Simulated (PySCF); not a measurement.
**C4H9BO2Si (SMILES C[SiH2]C1=CO[BH2-][O+]=C1): density, localisation and related maps**

Input

```
{"job": {"kind": "uv", "xc": "CAM-B3LYP", "basis": "def2-SVPD", "nstates": 8, "ntriplets": 3}, "charge": 0, "multiplicity": 1}
C     -2.773923     0.445943     0.214266
Si    -1.557733    -1.012243     0.182596
C      0.200887    -0.360084     0.255399
C      1.084498    -0.433346    -0.820825
O      2.271651    -0.014096    -0.843325
B      2.902164     0.673664     0.382842
O      1.892047     0.685761     1.545439
C      0.729826     0.221664     1.407702
H     -2.653381     1.043213     1.114360
H     -3.803039     0.100639     0.187187
H     -2.626731     1.105920    -0.636719
H     -1.785489    -1.879139     1.346056
H     -1.700095    -1.781827    -1.058083
H      0.742611    -0.901727    -1.747324
H      3.132863     1.803029     0.089682
H      3.838186     0.025469     0.722454
H      0.098660     0.289190     2.297844
```

Launched as:

```sh
OMP_NUM_THREADS=1 python probes_run.py task.json out
```

Geometry: GFN2-xTB.

Method: PySCF, CAM-B3LYP/def2-SVPD, SCF density, gas phase.

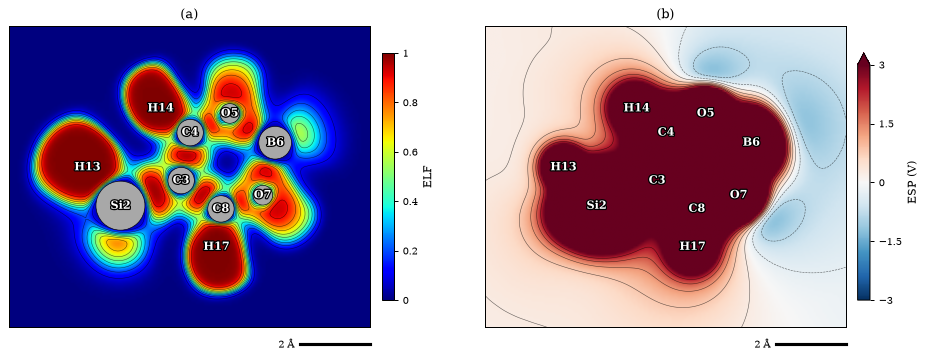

Figure 1. (a) electron localisation function; (b) molecular electrostatic potential on the plane of atoms O5, B6 and O7. Grey discs cover the atomic cores in the ELF map.

Question: Read the bonding off the picture.

Answer:
- Atoms in the plane: Si, C, O, B and H.
- C–O (1.26 Å): the ELF peaks at about 0.90 between the atoms; a short, strongly polar bond.
- C–C (1.39 Å): the ELF peaks at about 0.95 between the atoms (a covalent bond).
- B–O (1.54 Å): the ELF peaks at about 0.90 between the atoms, as expected for a polar covalent bond.
- C–Si (1.88 Å): the ELF peaks at about 0.95 between the atoms (a shared electron pair).
- C–H (1.09 Å): the ELF climbs to about 1 towards the hydrogen, as it does in any bond to H (a covalent bond by its length).
- The ELF also peaks beside O7 and O5, away from the bonds: lone-pair regions.
- Outside the dense part of the molecule the potential is most negative (−1.2 V) near O5.

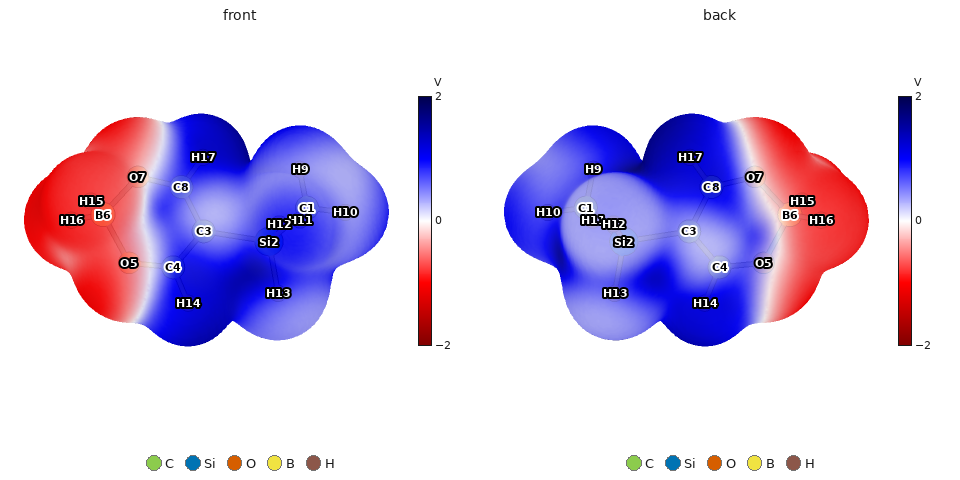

Figure 2. The electrostatic potential painted on the density surface at 0.002 e/bohr³, seen from the front and from behind; red is negative and blue positive.

Question: Which sites attract a positive test charge, and which a negative one?

Answer: A positive charge is drawn to the negative regions and a negative charge to the positive ones. The most negative region (about −1.2 V) lies over H15, the most positive (about +1.6 V) over Si2 and H17.
